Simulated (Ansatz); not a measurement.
# B2H2 (triplet): PBE0, B3LYP over a scan of the distance B1–B2, 6-31G

Aim: run B2H2 (triplet) with these functionals over a scan of the distance B1–B2, and hold them against the top wave-function level at the same points.

Program: Ansatz 0.2.0, Gaussian basis. Level of theory: 6-31G, all electrons in the functionals. These are calculated values, not measurements.

The runs, in order: PBE0, B3LYP, at 1.237 Å; 1.431 Å; 1.585 Å; 1.767 Å; 1.968 Å; 2.173 Å; 2.507 Å; 2.969 Å; 3.449 Å; 4.225 Å; 5.504 Å.

11 further runs of the same task are left out: 10 that didn't finish, 1 set aside as unsound or not needed.

## Step 1: The system

The geometry derives from a PBE0/def2-TZVP stationary point (not a proven minimum). One bond is set to the value named and the two fragments are kept rigid.

4 atoms, charge 0, spin multiplicity 3.

Atoms are counted from 1 here; the program's logs count them from 0.

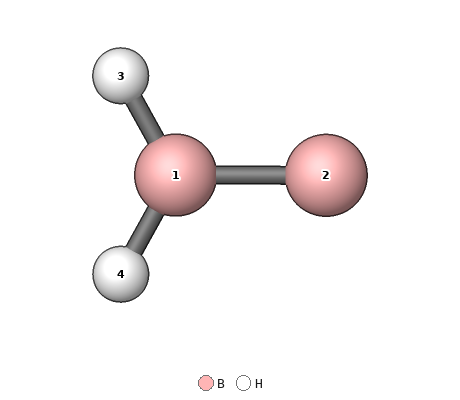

The structure; boron pink, hydrogen white; atoms are numbered from 1 in the order of the file.

Geometry (Å):

```xyz
4
B2H2
B     0.0000    0.0000    0.6756
B     0.0000    0.0000   -0.9095
H     0.0000    1.0479    1.2540
H     0.0000   -1.0479    1.2540
```

No dispersion term is added. B3LYP takes the VWN-RPA correlation.

The geometry shown and the zero of energy belong to the point 1.585 Å. The yardstick, FCI, and other wave-function levels (R restricted, U unrestricted, valence and pair active spaces) come from earlier runs.

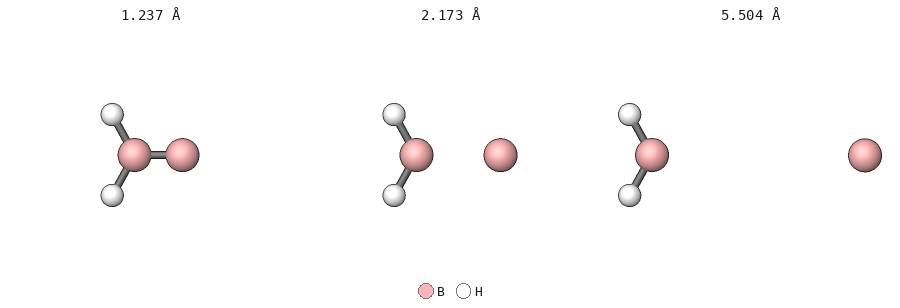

Three points of the scan; sticks are drawn by distance.

## Step 2: PBE0, 1.237 Å

The input, in.yaml:

```yaml
crystal:
  periodic: [false, false, false]
  atoms:
    - {symbol: B, position_ang: [0.000000, 0.000000, 0.516430]}
    - {symbol: B, position_ang: [0.000000, 0.000000, -0.720570]}
    - {symbol: H, position_ang: [0.000000, 1.047868, 1.094792]}
    - {symbol: H, position_ang: [0.000000, -1.047868, 1.094792]}
basis:
  gaussian: {orbitals: 6-31G}
magnetization: {spin_polarized: true, initial_magnetization: 2}
hamiltonian: {xc: {name: PBE0}}
output: {orbitals: {seedname: orbitals}}
```

The run is started by

```bash
$ ansatz run in.yaml --threads 1 --pin off --events-out ev --progress --plain --max-ram 2393MiB
```

After this run come: PBE0, 1.431 Å; PBE0, 1.585 Å; PBE0, 1.767 Å; PBE0, 1.968 Å; PBE0, 2.173 Å; PBE0, 2.507 Å; PBE0, 2.969 Å; PBE0, 3.449 Å; PBE0, 4.225 Å; PBE0, 5.504 Å; B3LYP, 1.237 Å; B3LYP, 1.431 Å; B3LYP, 1.585 Å; B3LYP, 1.767 Å; B3LYP, 1.968 Å; B3LYP, 2.173 Å; B3LYP, 2.507 Å; B3LYP, 2.969 Å; B3LYP, 3.449 Å; B3LYP, 4.225 Å; B3LYP, 5.504 Å.

**Question.** What will the summary of the whole plan be? Wanted: span of the FCI curve; largest miss, PBE0; largest miss, B3LYP.

The runs gave:

```
             quantity                   value
span of the FCI curve            315.8 kJ/mol
   largest miss, PBE0  +71.1 kJ/mol (5.504 Å)
  largest miss, B3LYP  +45.6 kJ/mol (5.504 Å)
```

**Reading.** Of the functionals, B3LYP keep the smallest largest miss at the points compared (at most 45.6 kJ/mol) and PBE0 strays most (71.1 kJ/mol, at 5.504 Å). Functionals and the yardstick converge differently with the basis, so part of each miss in 6-31G is the basis.
